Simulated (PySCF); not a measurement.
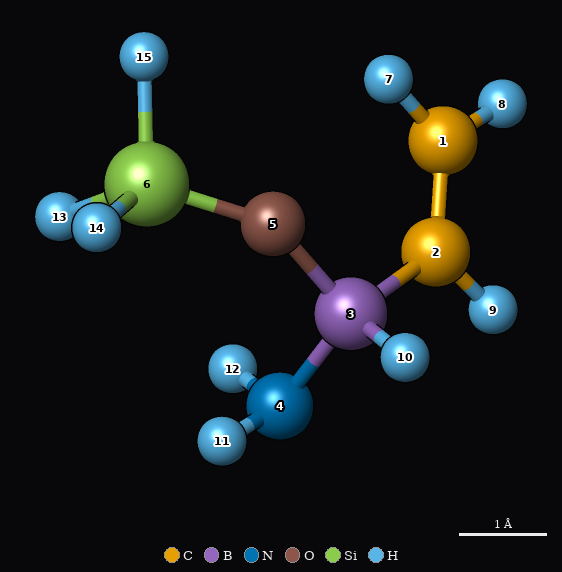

Starting structure of C2H9BNOSi (charge −1). The picture is a ball-and-stick view, seen at a tilt.

The start comes from GFN2-xTB.

Level of theory: PBE0-D3(BJ)/def2-SVP geometry optimisation, gas phase in PySCF 2.14.0, density-fitted response routines.

```xyz
15

C    -1.9286    1.2675   -0.3693
C    -1.7217   -0.0331   -0.4922
B    -0.2999   -0.7913   -0.5939
N    -0.2143   -1.8516    0.5120
O     0.8230    0.2214   -0.4596
Si    2.0689    0.6590    0.3582
H    -1.0993    1.9587   -0.3248
H    -2.9156    1.7251   -0.3091
H    -2.6009   -0.6782   -0.5325
H    -0.1626   -1.3190   -1.6805
H     0.7031   -2.2856    0.5005
H    -0.2998   -1.4034    1.4188
H     2.1080    0.3011    1.8032
H     3.3452    0.1086   -0.1791
H     2.1858    2.1367    0.3047
```

**Where does the relaxation end?**

After 12 geometry steps the energy has fallen by 0.209 eV. The largest force component goes from 1.8 to 0.007 eV/Å. The atom that moves furthest after the best rigid fit is H14 (0.91 Å). Largest moves by element: H 0.91 Å, O 0.36 Å, N 0.31 Å, B 0.14 Å, Si 0.14 Å, C 0.11 Å. Among the contacts that change: O5–Si6 1.553 → 1.618 Å, B3–H10 1.216 → 1.253 Å, Si6–H15 1.483 → 1.510 Å, Si6–H13 1.489 → 1.512 Å. Among the angles between lasting bonds that change: B3–O5–Si6 145.9° → 122.3°, B3–N4–H11 109.7° → 113.8°, O5–Si6–H14 113.1° → 116.5°. Groups turn about O5–Si6 by about 30°.

The structure at the end:

```xyz
15

C    -2.0025    1.2545   -0.2868
C    -1.7085   -0.0458   -0.4229
B    -0.2494   -0.6930   -0.6833
N     0.0504   -1.7329    0.3996
O     0.7880    0.4314   -0.7448
Si    1.9437    0.6025    0.3748
H    -1.2053    2.0060   -0.3583
H    -3.0211    1.6330   -0.1140
H    -2.5532   -0.7528   -0.3462
H    -0.2411   -1.2636   -1.7990
H     0.9407   -2.2097    0.2766
H     0.0296   -1.3596    1.3478
H     1.4956    0.7689    1.8091
H     2.9981   -0.4820    0.4271
H     2.7261    1.8591    0.0765
```

After the run, drawn alike:

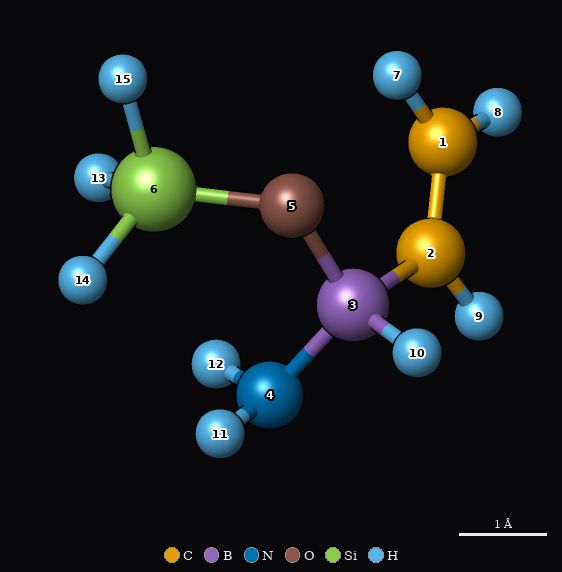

Limits of the set-up: the basis has no diffuse functions, which an anion needs.
